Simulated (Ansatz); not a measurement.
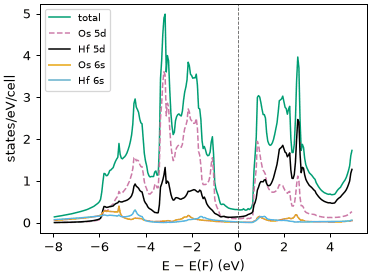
*Total and projected density of states of HfOs (CsCl type, Pm-3m), plane-wave PAW PBEsol (Ansatz code)*

### Question
Which orbitals carry the states next to the Fermi level?

### Answer
Within 0.5 eV of the Fermi level: Hf 5d 45 %, Os 5d 31 %, outside the projected shells 15 %. Projections are on Löwdin-orthogonalised atomic valence shells; empty p or d shells of many metals are not among them.

### Question
Where is the tallest occupied peak in this window, and what makes it?

### Answer
Near -3.1 eV, about 5.0 states/eV per cell; the largest projected share is Os 5d.

The workflow started from a Materials Project entry (that database holds measured and hypothetical structures alike); the Crystallography Open Database files this formula in space group No. 221, but the cells were not matched. Whether it is the stable phase at ambient conditions was not checked. The PBEsol relaxation kept the symmetry of its start; of distortions, only those at the zone centre were tested. No spin polarisation was allowed. Scalar-relativistic: spin–orbit coupling is off unless named, which matters more the heavier the elements.

Potentials: the later of the program's two PAW sets.
